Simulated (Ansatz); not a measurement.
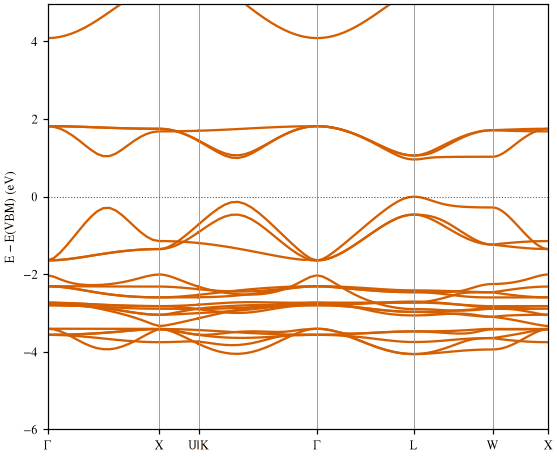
Figure. Band structure from plane-wave PAW r²SCAN (Ansatz code)

Read off the gap and where the band edges lie.

About 1.0 eV (0.96 eV by a search for the band edges); maximum at L, minimum at L.

Which compound is it?
A. CsH, rock salt
B. Cs2IBrCl6, Fm-3m (Cs on 8c, I on 4a, Br on 4b, Cl on 24e)
C. KRb2RhF6, Fm-3m (K on 4b, Rb on 8c, Rh on 4a, F on 24e)
D. Cs3FeF6, Fm-3m (Cs on 8c, Cs on 4b, Fe on 4a, F on 24e)

B, Cs2IBrCl6, Fm-3m (Cs on 8c, I on 4a, Br on 4b, Cl on 24e)

The first step of the workflow began from a Materials Project structure, measured or hypothetical; the Crystallography Open Database copy checked does not list it. Whether it is the stable phase at ambient conditions was not checked. Symmetry was held in the r²SCAN relaxation; whether a distortion lowers the energy is not shown. Spin–orbit coupling is left out wherever it is not named.

Potentials: the later of the program's two PAW sets.
